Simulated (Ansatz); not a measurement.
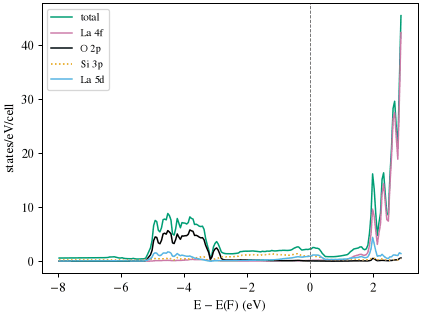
Total and projected density of states of LaSiO in space group P4/nmm (No. 129; La on 2c, Si on 2a, O on 2c), the program Ansatz at the PBEsol level (PAW)

Task: Which orbitals carry the states next to the Fermi level?

Result: Within 0.5 eV of the Fermi level: Si 3p 44 %, La 5d 40 %, La 4f 7 %. Projections are on Löwdin-orthogonalised atomic valence shells; empty p or d shells of many metals are not among them.

Task: Where is the tallest occupied peak in this window, and what makes it?

Result: Near -4.5 eV, about 8.8 states/eV per cell; the largest projected share is O 2p.

The start of the workflow was typed in or built on a structure type; neither database checked (COD, Materials Project) lists it. Its standing as an ambient phase is unchecked. Symmetry was held in the PBEsol relaxation; its stability against distortions is not shown here. Spin–orbit coupling is left out wherever it is not named.

Potentials: the earlier of the program's two PAW sets. The files were generated under PBE; for other functionals the program regenerates the frozen cores, and for LDA and PBEsol the local potential too.
